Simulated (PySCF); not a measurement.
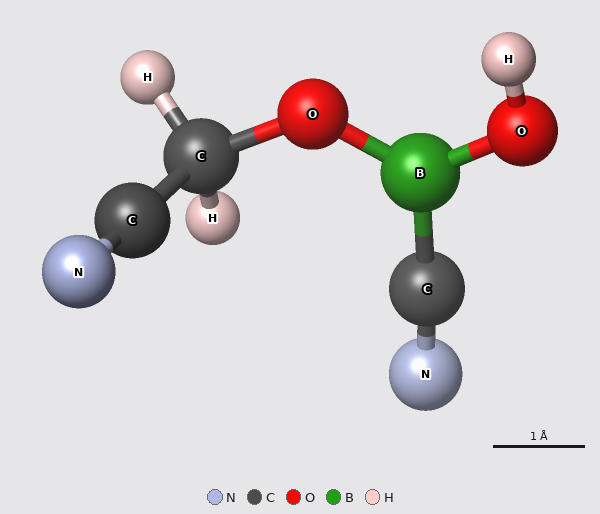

Figure 1. The structure as given in the input (ball-and-stick view, seen at a tilt).

## C3H3BN2O2: NMR shielding calculation

The run: NMR shielding calculation of C3H3BN2O2, SMILES N#CCOB(O)C#N. Method and program: GIAO PBE0/def2-TZVP NMR shielding, non-relativistic, gas phase (PySCF 2.14.0).

The geometry comes from this level: PBE0-D3(BJ)/def2-SVP. Figures and captions count atoms from 1; the log counts them from 0 in places.

### Input file
```
{"job": {"kind": "nmr", "xc": "PBE0", "basis": "def2-TZVP", "pop": true}, "charge": 0, "multiplicity": 1}
N      2.136921    -0.018050     2.267634
C      1.748343     0.024403     1.179846
C      1.246311     0.081870    -0.196129
O      0.142526    -0.764866    -0.371730
B     -1.150904    -0.350080    -0.336032
O     -2.157146    -1.229086    -0.432468
C     -1.483098     1.168469    -0.207593
N     -1.660624     2.309311    -0.112806
H      1.005949     1.132502    -0.435299
H      2.048964    -0.245435    -0.874790
H     -1.849015    -2.141239    -0.498096
```

The first line tells a small driver script what to run in PySCF; the rest is the geometry in Å.

Run on 1 CPU thread, shared host.

Run as:
```bash
OMP_NUM_THREADS=1 python <driver script> task.json out
```

### Log
```
coarse grid: 10504 points
cycle   1  E = -400.5348505416  dE =  1.218e+00  |g| = 9.273e-01  |ddm| = 2.841e+00
cycle   2  E = -400.1314056902  dE =  4.034e-01  |g| = 1.697e+00  |ddm| = 1.733e+00
cycle   3  E = -400.6789711474  dE = -5.476e-01  |g| = 3.152e-01  |ddm| = 1.249e+00
cycle   4  E = -400.6969884603  dE = -1.802e-02  |g| = 1.068e-01  |ddm| = 2.281e-01
cycle   5  E = -400.6992647447  dE = -2.276e-03  |g| = 1.892e-02  |ddm| = 8.546e-02
cycle   6  E = -400.6993257732  dE = -6.103e-05  |g| = 9.820e-03  |ddm| = 1.761e-02
cycle   7  E = -400.6993432800  dE = -1.751e-05  |g| = 3.428e-03  |ddm| = 6.958e-03
cycle   8  E = -400.6993457800  dE = -2.500e-06  |g| = 4.611e-04  |ddm| = 2.476e-03
final grid: 105352 points
cycle   9  E = -400.6881284403  dE = -7.581e-05  |g| = 9.010e-03  |ddm| = 8.593e-02
cycle  10  E = -400.6881139806  dE =  1.446e-05  |g| = 1.282e-02  |ddm| = 1.344e-02
cycle  11  E = -400.6881421101  dE = -2.813e-05  |g| = 1.713e-03  |ddm| = 7.576e-03
cycle  12  E = -400.6881425758  dE = -4.657e-07  |g| = 9.371e-04  |ddm| = 1.279e-03
cycle  13  E = -400.6881427491  dE = -1.733e-07  |g| = 2.060e-04  |ddm| = 6.140e-04
cycle  14  E = -400.6881427570  dE = -7.965e-09  |g| = 6.650e-05  |ddm| = 1.834e-04
cycle  15  E = -400.6881427578  dE = -7.794e-10  |g| = 1.783e-05  |ddm| = 4.152e-05
```

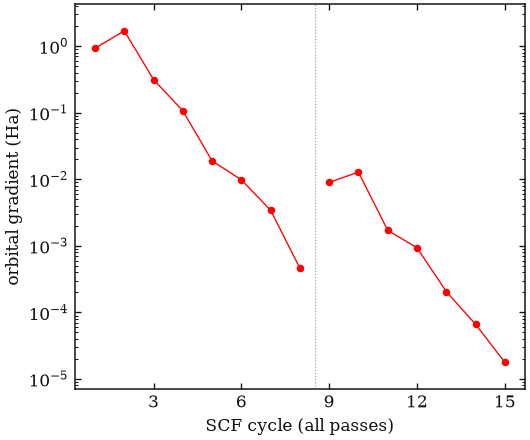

Figure 2. Convergence of the self-consistent field: orbital gradient against the SCF cycle. The dotted line marks the change from a coarse to the final integration grid. The first 8 cycles use a coarse grid, the final grid takes over at cycle 9, and the field converges after 15 cycles in all.

```
converged SCF energy = -400.6881427578

GIAO shielding tensors (ppm)
atom      isotropic    diamagn.    paramagn.     s11        s22        s33       span
  0 N      -42.815     328.792    -371.607   -210.922   -196.684    279.162    490.083
  1 C       66.724     266.086    -199.362    -47.931    -45.431    293.533    341.463
  2 C      133.320     240.776    -107.456    112.118    113.479    174.361     62.243
  3 O      207.937     379.839    -171.902     53.613    251.324    318.872    265.259
  4 B       86.888     200.478    -113.590     65.314     92.968    102.384     37.070
  5 O      206.059     383.840    -177.781     85.181    250.744    282.251    197.070
  6 C       64.134     268.755    -204.621    -49.754    -44.577    286.733    336.486
  7 N      -87.305     328.265    -415.570   -288.121   -260.004    286.210    574.331
  8 H       26.404      30.014      -3.610     23.336     26.993     28.883      5.547
  9 H       27.163      27.535      -0.372     22.891     26.724     31.875      8.984
 10 H       27.588      29.199      -1.611     22.027     24.619     36.118     14.091
```

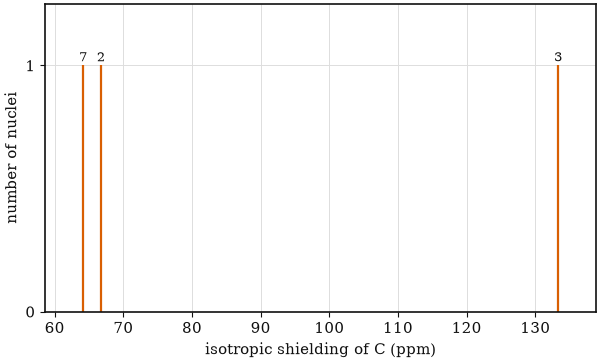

Figure 3. Isotropic shieldings of the carbon nuclei in this fixed geometry, labelled by atom number; shielding grows to the right, so chemical shift grows to the left. The least shielded is C7 (64.1 ppm), the most shielded C3 (133.3 ppm).

### Results in brief

```csv
quantity,value
outcome,converged
total energy,−400.688143 hartree
HOMO,−9.89 eV
LUMO,−1.65 eV
dipole moment,4.65 D
"isotropic shielding, N",−87.3 to −42.8 ppm
"isotropic shielding, C",64.1 to 133.3 ppm
"isotropic shielding, O",206.1 to 207.9 ppm
"isotropic shielding, B",86.9 ppm
"isotropic shielding, H",26.4 to 27.6 ppm
wall time,34 s
peak memory,1 GiB
```
